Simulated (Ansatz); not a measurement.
# ZrSnB in the AlB2 type: lattice stability ahead of a resistivity run, part 2 of 2

The plan: relax ZrSnB in the AlB2 type, check its phonons, and, if the lattice is stable, compute its Eliashberg function and ρ(T).

Ansatz 0.2.0; DFT PBEsol, scalar-relativistic, plane waves, PAW; PAW set soft_1.

So far. Step 2 (Rough relaxation): The largest force is now zero by symmetry and the largest stress component 0.12 GPa. Step 3 (Relaxation): The largest force is now zero by symmetry and the largest stress component 0.0011 GPa. The relaxed cell has a = 3.890, c = 3.771 Å (conventional setting).

The structure was built from a prototype and need not be the compound's stable phase.

## 4. Relaxing tightly for phonons

No force is left; the cell is relaxed once more with another smearing and tight thresholds.

Input file input.yaml:

```yaml
crystal:
  lattice:
    - [3.8898055221, 0.0, 0.0]
    - [-1.9449027611, 3.3686703979, 0.0]
    - [0.0, 0.0, 3.77072963]
  atoms:
    - { symbol: Zr, position: [0.0, 0.0, 0.0] }
    - { symbol: B, position: [0.3333333333, 0.6666666667, 0.5] }
    - { symbol: Sn, position: [0.6666666667, 0.3333333333, 0.5] }
kpoints:
  mp_grid: { grid: [9, 9, 8] }
hamiltonian:
  xc: pbesol
  pseudopotentials: { kind: paw, azcp: { folder: soft_1 }, xc_functional: pbe }
scf:
  occupations: { method: methfessel_paxton, width: 0.2 }
output:
  forces: true
  stress: true
  eigenvalues: true
relax:
  adjacent_minimum: "off"
  f_tol: 0.001
  max_steps: 60
  cell: { stress_tol: 0.01 }
```

The run is started by

```sh
$ ansatz run input.yaml --threads 4 --pin off --max-ram 12288MiB --backend cpu --events-out ev --progress --plain --runs-dir out
```

Numbers of over 12 decimals in the logs are rounded to 6 here.

The program printed:

```text
[the first part of the log is left out]
  E_paw        = -7282.540377  (= ΣΔE_a)
  E_vpaw       = -424.136486  (= ΣTr[D̂ρ^β])
  E_aug_tail   = 0.000272  (compensation charges beyond the density's cutoff)
  E_ewald      = -2583.843210
  E_core_change = 0.465271  (= ΣΔE_core)
  E_smearing   = -0.004562  (= −TS)
  E_closure    = 0.000000  (closes the sum)
  Σ components = -10230.526639   (vs F -10230.526639, Δ=0.00e0)
[...]
--- Stress (GPa, compression-positive) ---
       -0.000377      -0.000000       0.000000
       -0.000000      -0.000377       0.000000
        0.000000       0.000000      -0.003622
  P = ⅓ Tr σ = -0.0015 GPa (-0.015 kbar)
--- Band table (eV; the first three rows and the last of 60) ---
[...]
--- Relaxed structure (3 steps of the walk, 2 accepted, 1 SCFs on fresh bases) ---
[...]
cell:  # Å, volume = 49.4048 Å³
    - [3.890056, 2.886942976915612e-11, 0]
    - [-1.945028, 3.368888, 0]
    - [0, 0, 3.769873]
  atoms:
    - { symbol: Zr, position: [0, 0, 0] }
    - { symbol: B, position: [0.333333, 0.666667, 0.5] }
    - { symbol: Sn, position: [0.666667, 0.333333, 0.5] }
```

Run time: 7.1 s. Hardware: 4 threads of Intel Xeon Platinum 8375C at 2.90GHz (Ice Lake), shared host; peak memory 0.53 GiB.

Little changed from the start: no atom moved by 0.005 Å and no cell edge by 0.1 %.

Numbers from this step:

```
pressure : -0.001459 GPa
```

The largest force is now zero by symmetry and the largest stress component 0.0036 GPa, small enough for phonons.

## 5. Phonons by linear response: q 2×2×2, k 6×6×4

Couplings are defined for a stable lattice alone, so phonons come first.

Input file input.yaml:

```yaml
crystal:
  lattice:
    - [3.8900563435, 0.0, 0.0]
    - [-1.9450281718, 3.3688876156, 0.0]
    - [0.0, 0.0, 3.7698730323]
  atoms:
    - { symbol: Zr, position: [0.0, 0.0, 0.0] }
    - { symbol: B, position: [0.3333333333, 0.6666666667, 0.5] }
    - { symbol: Sn, position: [0.6666666667, 0.3333333333, 0.5] }
kpoints:
  mp_grid: { grid: [6, 6, 4] }
hamiltonian:
  xc: pbesol
  pseudopotentials: { kind: paw, azcp: { folder: soft_1 }, xc_functional: pbe }
scf:
  occupations: { method: methfessel_paxton, width: 0.2 }
output:
  eigenvalues: true
phonons:
  method: dfpt
  qmesh: [2, 2, 2]
  temperatures: { t_max: 1000, t_step: 50 }
  qpath:
    path:
      - [[0.0, 0.0, 0.0], [0.5, 0.0, 0.0], [0.33333333, 0.33333333, 0.0], [0.0, 0.0, 0.0], [0.0, 0.0, 0.5], [0.5, 0.0, 0.5], [0.33333333, 0.33333333, 0.5], [0.0, 0.0, 0.5]]
      - [[0.5, 0.0, 0.5], [0.5, 0.0, 0.0]]
      - [[0.33333333, 0.33333333, 0.5], [0.33333333, 0.33333333, 0.0]]
    npoints: 10
```

The program printed:

```text
[...]
Crystal: 3 atoms, lattice volume = 49.405 Å³
Basis set: ecut = 420 eV, 937 PW (Γ), exchange–correlation on 54×54×54 points (8 copies of the dense FFT grid, shifted against one another)
Bands: 19, of which v1, the nominal top of the filled ones, is band 15 counted from 1 (14 counted from 0)
Symmetry: 12 space group operations
k-points: 21 of 144 (time reversal used)
[...]
SCF iter   1: F=—  HF=-10231.135548 eV  |F-HF|=—  |Δ(HF+E_count)|=         —  Δρ=4.16e-2  dr2=1.48e0  ethr=3.10e-3  ⟨swp⟩=5.2  Hψ=1940  notcnv=0
[...]
SCF iter   9: F=-10230.571948 eV  HF=-10230.571948 eV  |F-HF|=1.82e-12  |Δ(HF+E_count)|=  1.46e-11  S|Δr|=    0.00e0  Δρ=5.49e-8  dr2=6.68e-13  ethr=1.00e-12  ⟨swp⟩=6.1  Hψ=1803  notcnv=0
SCF 1 converged in 9 iterations: F = -10230.571948 eV  dr2 = 6.68e-13
[...]
phonons: the bands overlap, so this run is a metal and interpolates without the dipole-dipole term. If the crystal is really an insulator or semiconductor, its LO-TO splitting is missing
NSCF: frozen V_eff on 21 k-points
WARN: eigensolver did not converge in 2 slots of this pass, the one above among them; of largest residual over every band (k=18): 1 band(s) unlocked (lowest unlocked band 18, counted from 0; max residual 1.28e-4 eV among the unlocked bands, 1.28e-4 eV over every band); of lowest unlocked band (k=14): band 18
[...]
DFPT response loops at q = (0, 0, 0) (fractional): preconditioner auto → Kerker (q_TF=auto, 2.496 Å⁻¹) (partly filled bands, converged f_vac=0.000); β = 1.00, the filter's whole step (`scf.mixing.beta` (0.50) is not read by the response loops under this deck's `scf.mixing.preconditioner`; to damp them name `kerker` or `kerker_dos`, under which they read `scf.mixing.beta`, and type it under 1.00, their step now; both keys bind the ground state too); Broyden in place of MSR1
[...]
SCF converged after 9 iterations
Stability not checked: this state was not tested for a lower state beside it, because cold or Methfessel-Paxton smearing, or corrected tetrahedra, fill the levels in a way that the test cannot read (fill_not_monotonic; see scf.lower_state_search)
Free energy (F): -10230.571948 eV
[...]
Internal energy: -10230.577609 eV  (E = F + TS)
E sigma→0 (E₀):  -10230.573363 eV
Entropy (-TS):   0.005662 eV (1.887 meV/atom)
Fermi energy:    15.283220 eV
[...]
--- Band table (eV; the first three rows and the last of 21) ---
  k-point 0: bands = [... 11 lower, 11.7178, 12.8289, 12.9190, 14.9099, 16.1005, 16.1005, 16.8923, 16.8923]
  k-point 1: bands = [... 11 lower, 12.2846, 12.2846, 14.4537, 14.4537, 14.9277, 15.4881, 16.5300, 16.5300]
  k-point 2: bands = [... 11 lower, 13.3052, 13.3052, 13.8310, 13.8310, 14.8191, 14.8191, 16.4879, 16.4995]
  k-point 20: bands = [... 11 lower, 9.8508, 11.2470, 11.8448, 16.8444, 16.9567, 17.7095, 17.9998, 18.0453]
--- Phonons (Γ-DFPT): 6 representative perturbations + reference (Σ response iterations 18) ---
  ASR residual: 4.288e-5 → 0.000e0 eV/Å²; symmetrization residual: 2.577e-6 eV/Å²
  ASR residual per site (eV/Å²): 4.29e-5 1.55e-5 3.58e-5
  Γ frequencies (cm⁻¹): -232.39 0.00 0.00 0.00 121.68 121.68 215.08 513.72 513.72
--- Phonons (arbitrary-q DFPT): 4 irreducible q on the 2×2×2 mesh ---
  q = [0.0000, 0.0000, 0.0000] (star 1, of the zone-centre solve; hermiticity 3.23e-7, symmetrization 6.05e-11): -232.39 -0.00 -0.00 0.00 121.68 121.68 215.08 513.72 513.72
  q = [0.0000, 0.0000, -0.5000] (star 1, 6 solved perturbations in 180 linear systems a pass and spin channel, the states on 39 of 144 k-point pairs; hermiticity 3.07e-7, symmetrization 7.97e-10): -101.67 61.12 61.12 114.94 114.94 142.36 190.53 508.96 508.96
  q = [0.0000, -0.5000, 0.0000] (star 3, 9 solved perturbations on 39 of 144 k-point pairs; hermiticity 2.52e-7, symmetrization 1.14e-10): -192.39 -72.60 106.41 107.09 157.26 178.38 188.61 491.04 524.89
[...]
sum rule: each row above includes the acoustic sum rule's correction from the zone centre's row sums; it moved no ω² by more than (0.63 cm⁻¹)²
  mesh force constants: q→R imaginary residual 1.78e-17; ASR residual 4.288e-5 → 0.000e0 eV/Å²; symmetrization residual 1.421e-14 eV/Å²
  interpolated dispersion: 93 rows × 9 modes
  density of states and harmonic sums: on the 18×18×16 q-mesh, interpolated from the force constants of a 2×2×2 supercell (no non-analytic term)
  largest difference from the sums on the solved wave vectors: F 4.11e-2 eV, S 4.77e-5 and C_V 9.70e-6 eV/K
  zero-point energy: 0.108149 eV/cell   skipped modes (ω ≤ 0): 545, of them read as no rigid motion or as one in doubt: 542 (1.673e0 modes/cell left out, lowest -232.39 cm⁻¹)   left out of the sums: 1.86e-1 of the cell's modes: C_V's classical limit lies that fraction below 3 k_B per atom; for a crystal, a wire or a layer, F and S can be off by more, and a phonons.interpolated_qmesh denser along its periods is the remedy for the sampling
```

Run time: 21 s. Hardware: 4 threads; peak memory 0.6 GiB.

This step gave:

* share of imaginary modes in the plain interpolation between solved wavevectors: 0.1846
* highest frequency, solved or plainly interpolated: 524.9 cm⁻¹

Solved on the 2×2×2 mesh alone; all other wavevectors are interpolated. The phonon branches at the labelled points (cm⁻¹):

| point | branch 1 | branch 2 | branch 3 | branch 4 | branch 5 | branch 6 | branch 7 | branch 8 | branch 9 |
| --- | --- | --- | --- | --- | --- | --- | --- | --- | --- |
| Γ | -232 | 0 | 0 | 0 | 122 | 122 | 215 | 514 | 514 |
| M | -192 | -73 | 106 | 107 | 157 | 178 | 189 | 491 | 525 |
| K | -183 | 72 | 94 | 119 | 128 | 131 | 220 | 494 | 523 |
| Γ | -232 | 0 | 0 | 0 | 122 | 122 | 215 | 514 | 514 |
| A | -102 | 61 | 61 | 115 | 115 | 142 | 190 | 509 | 509 |
| L | -134 | 79 | 86 | 112 | 136 | 197 | 230 | 494 | 520 |
| H | -117 | -93 | 9 | 167 | 199 | 201 | 202 | 490 | 519 |
| A | -102 | 61 | 61 | 115 | 115 | 142 | 190 | 509 | 509 |
| jump to L | -134 | 79 | 86 | 112 | 136 | 197 | 230 | 494 | 520 |
| M | -192 | -73 | 106 | 107 | 157 | 178 | 189 | 491 | 525 |
| jump to H | -117 | -93 | 9 | 167 | 199 | 201 | 202 | 490 | 519 |
| K | -183 | 72 | 94 | 119 | 128 | 131 | 220 | 494 | 523 |

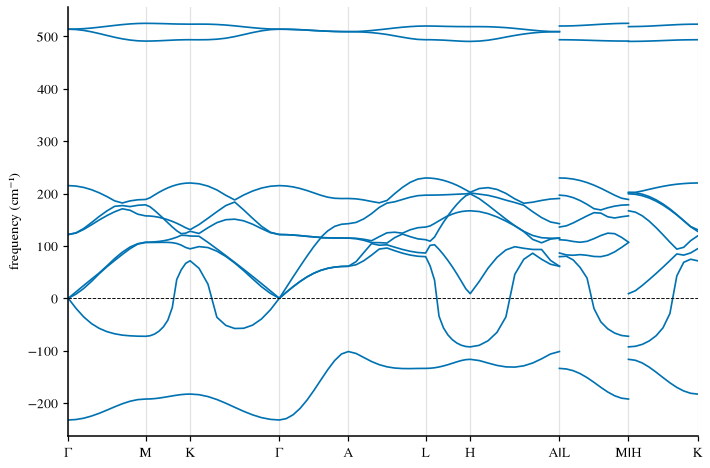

Phonon branches along the path.

Among the solved wavevectors the lowest mode, translations apart, is -232 cm⁻¹, imaginary.

## 6. Phonons: q 3×3×2, k 6×6×6

An imaginary mode on so few k-points may come from the sampling, so the phonons are repeated with another q and k mesh.

Changes to input.yaml since step 5:

```diff
@@ -10,3 +10,3 @@
 kpoints:
-  mp_grid: { grid: [6, 6, 4] }
+  mp_grid: { grid: [6, 6, 6] }
 hamiltonian:
@@ -20,3 +20,3 @@
   method: dfpt
-  qmesh: [2, 2, 2]
+  qmesh: [3, 3, 2]
   temperatures: { t_max: 1000, t_step: 50 }
```

The program printed:

```text
[...]
Crystal: 3 atoms, lattice volume = 49.405 Å³
Basis set: ecut = 420 eV, 937 PW (Γ), exchange–correlation on 54×54×54 points (8 copies of the dense FFT grid, shifted against one another)
Bands: 19, of which v1, the nominal top of the filled ones, is band 15 counted from 1 (14 counted from 0)
Symmetry: 12 space group operations
k-points: 28 of 216 (time reversal used)
[...]
SCF iter   1: F=—  HF=-10231.095941 eV  |F-HF|=—  |Δ(HF+E_count)|=         —  Δρ=4.18e-2  dr2=1.50e0  ethr=3.10e-3  ⟨swp⟩=5.5  Hψ=5809  notcnv=0
automatic band count: the SCF goes on with 23 bands, as 19 were too few: they end inside the smearing window of the response
[...]
SCF iter   2: F=—  HF=-10230.737139 eV  |F-HF|=—  |Δ(HF+E_count)|=   3.59e-1  S|Δr|=    0.00e0  Δρ=2.59e-2  dr2=5.97e-1  ethr=3.10e-3  ⟨swp⟩=2.9  Hψ=1200  notcnv=0  defer=54
[...]
SCF iter   9: F=-10230.528299 eV  HF=-10230.528299 eV  |F-HF|=1.82e-12  |Δ(HF+E_count)|=  3.62e-10  S|Δr|=    0.00e0  Δρ=1.14e-7  dr2=3.10e-12  ethr=1.00e-12  ⟨swp⟩=11.6  Hψ=3345  notcnv=0
SCF 1 converged in 9 iterations: F = -10230.528299 eV  dr2 = 3.10e-12
[...]
SCF converged after 9 iterations
[...]
Free energy (F): -10230.528299 eV
[...]
Internal energy: -10230.519975 eV  (E = F + TS)
E sigma→0 (E₀):  -10230.526218 eV
Entropy (-TS):   -0.008324 eV (-2.775 meV/atom)
Fermi energy:    15.215661 eV
[...]
--- Band table (eV; the first three rows and the last of 28) ---
  k-point 0: bands = [... 11 lower, 11.7176, 12.8374, 12.9142, 14.9050, 16.1147, 16.1147, 16.8950, 16.8950, ... 4 higher]
  k-point 1: bands = [... 11 lower, 11.9747, 11.9747, 14.2678, 15.0086, 15.0086, 15.1877, 17.0955, 17.0955, ... 4 higher]
  k-point 2: bands = [... 11 lower, 12.6871, 12.6871, 14.0679, 14.0679, 15.6473, 15.8269, 15.8269, 15.8455, ... 4 higher]
  k-point 27: bands = [... 11 lower, 9.8551, 11.2431, 11.8383, 16.8508, 16.9668, 17.7237, 18.0109, 18.0498, ... 4 higher]
[...]
ASR residual: 9.284e-5 → 0.000e0 eV/Å²; symmetrization residual: 1.586e-6 eV/Å²
  ASR residual per site (eV/Å²): 9.28e-5 2.91e-6 6.01e-5
  Γ frequencies (cm⁻¹): -245.94 0.00 0.00 0.00 122.10 122.10 213.41 487.06 487.06
--- Phonons (arbitrary-q DFPT): 6 irreducible q on the 3×3×2 mesh ---
[...]
interpolated dispersion: 93 rows × 9 modes
[...]
```

Elapsed: 48 s, on 4 threads; peak memory 0.69 GiB.

Numbers from this step:

| Item | Value |
| --- | --- |
| share of imaginary modes in the plain interpolation between solved wavevectors | 0.231 |
| highest frequency, solved or plainly interpolated | 518.5 cm⁻¹ |

Solved on the 3×3×2 mesh alone; all other wavevectors are interpolated. Phonon branches along the path, in cm⁻¹:

| point | branch 1 | branch 2 | branch 3 | branch 4 | branch 5 | branch 6 | branch 7 | branch 8 | branch 9 |
| --- | --- | --- | --- | --- | --- | --- | --- | --- | --- |
| Γ | -246 | 0 | 0 | 0 | 122 | 122 | 213 | 487 | 487 |
| M | -217 | -91 | 96 | 102 | 159 | 171 | 188 | 486 | 512 |
| K | -234 | 24 | 54 | 98 | 126 | 149 | 224 | 503 | 504 |
| Γ | -246 | 0 | 0 | 0 | 122 | 122 | 213 | 487 | 487 |
| A | -123 | -20 | -20 | 115 | 115 | 135 | 180 | 492 | 492 |
| L | -146 | -31 | 61 | 82 | 86 | 208 | 220 | 486 | 495 |
| H | -112 | -93 | -33 | 177 | 177 | 196 | 199 | 445 | 518 |
| A | -123 | -20 | -20 | 115 | 115 | 135 | 180 | 492 | 492 |
| jump to L | -146 | -31 | 61 | 82 | 86 | 208 | 220 | 486 | 495 |
| M | -217 | -91 | 96 | 102 | 159 | 171 | 188 | 486 | 512 |
| jump to H | -112 | -93 | -33 | 177 | 177 | 196 | 199 | 445 | 518 |
| K | -234 | 24 | 54 | 98 | 126 | 149 | 224 | 503 | 504 |

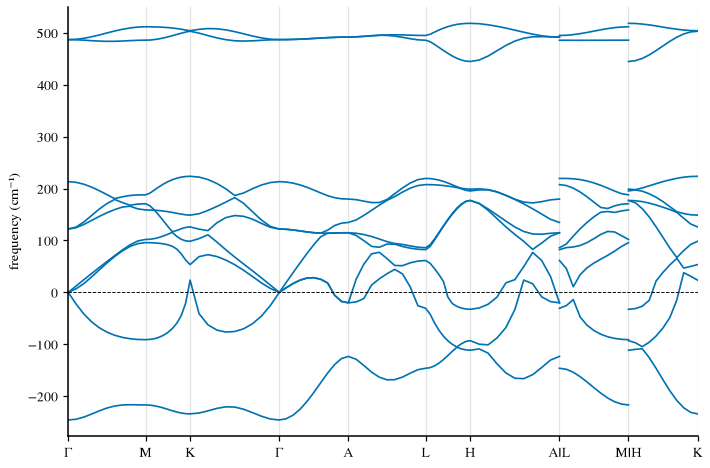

Phonon branches along the path.

The modes has structure finer than the step of the table below, so its rows give means over 50 cm⁻¹, whole bins alone (the curve runs from -256 to 544 cm⁻¹). Peaks (cm⁻¹: height): B -215.7: 0.0141, 488.3: 0.0554; Sn -74.9: 0.0097, 201.7: 0.025, 503.4: 0.00521; Zr -74.9: 0.0112, 45.8: 0.0131, 111.1: 0.0202, 196.6: 0.0142.

Phonopy on the run's constants, 17x17x15 mesh, Gaussian sigma 5.7 cm⁻¹. Modes against wavenumber; means over each step; values in 1/cm⁻¹/cell:

```
wavenumber (cm⁻¹)        B       Sn       Zr
             -200   0.0100   5.0e-4   4.8e-4
             -150  0.00527   4.6e-4  0.00103
             -100   7.8e-4  0.00268  0.00347
              -50   7.0e-4  0.00483  0.00625
                0   2.3e-4  0.00189  0.00451
               50   6.8e-4  0.00456  0.00988
              100  0.00161  0.00847   0.0136
              150  0.00177   0.0156   0.0118
              200   6.3e-4   0.0175  0.00887
              250   2.6e-6   2.3e-4   5.9e-5
              300        0        0        0
              350        0        0        0
              400        0        0        0
              450  0.00320   1.0e-4   1.0e-6
              500   0.0335  0.00308   3.2e-5
```

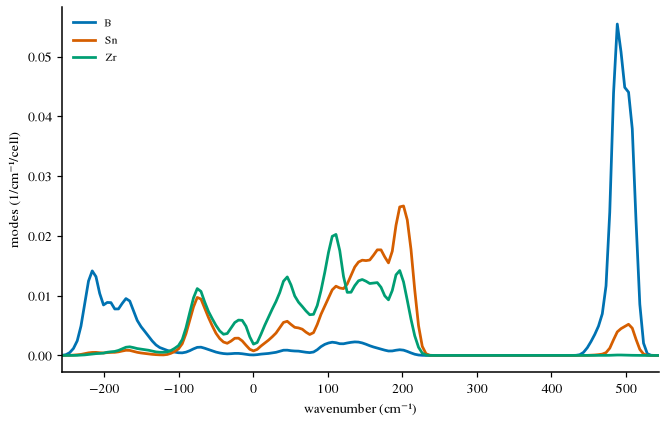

Modes, plotted against wavenumber.

No LO-TO term; unit eigenvectors of the mass-weighted matrix. The modes at Γ (shares of kinetic energy by element, %) (negative means imaginary):

| mode | frequency (cm⁻¹) | symmetry | Zr % | B % | Sn % |
| --- | --- | --- | --- | --- | --- |
| 1 | -245.9 | A2'' | 1 | 95 | 5 |
| 2 | 0.0 | unnamed | 41 | 5 | 54 |
| 3 | 0.0 | unnamed | 41 | 5 | 54 |
| 4 | 0.0 | unnamed | 41 | 5 | 54 |
| 5 | 122.1 | E' | 58 | 9 | 34 |
| 6 | 122.1 | E' | 58 | 9 | 34 |
| 7 | 213.4 | A2'' | 58 | 0 | 42 |
| 8 | 487.1 | E' | 1 | 87 | 13 |
| 9 | 487.1 | E' | 1 | 87 | 13 |

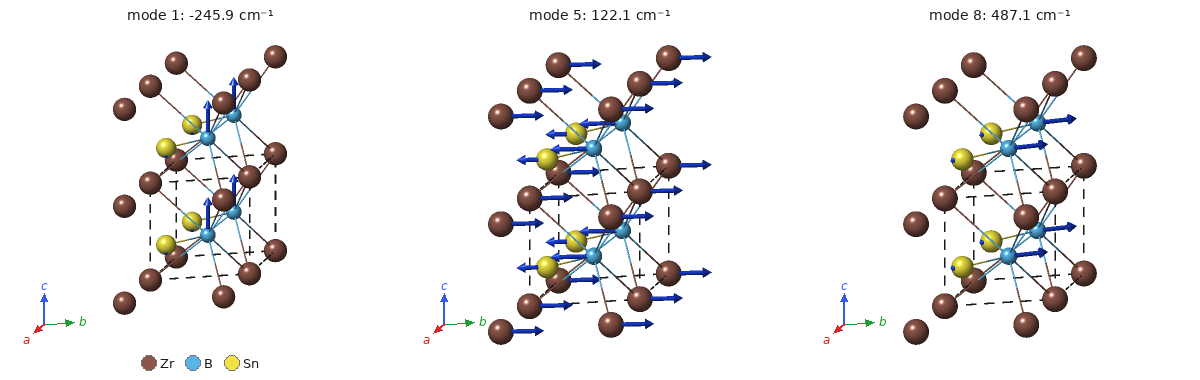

Displacement patterns of modes 1, 5 and 8 at Γ; arrows are exaggerated. Bonds to atoms that aren't drawn are left out. 2×1×2 cells are drawn. Some periodic images of atoms are drawn too.

Among the solved wavevectors the lowest mode, translations apart, is -246 cm⁻¹, imaginary.

## 7. Outcome

- phonon run of the rows without a label of their own: PBEsol, q 3×3×2, k 6×6×6
- softest mode on the q mesh: -246 cm⁻¹ at q = (0, 0, 0)
- highest frequency, solved or plainly interpolated: 519 cm⁻¹

**Reading.** The lattice is dynamically unstable at this level: a mode at q = (0, 0, 0) is imaginary, 246i cm⁻¹, so no harmonic coupling constant or resistivity is defined for this structure. These meshes are coarse, and single modes of a metal can move by tens of cm⁻¹ with the k mesh. The phonon runs are not spin-polarised. The PAW files were made for PBE; under other functionals the run regenerates their frozen core. The structure was built by hand as an ordered model, and its stability against other phases was not tested.

[Logs are printed without paths, hosts, clocks, repeated set-up lines and the standing remarks that a program may print on its own settings, such as how far it seeks lower states.]

[Hosts, paths, dates, database ids (printed as entryN), source tags and the programs' standing remarks are cut or masked in the printed files.]
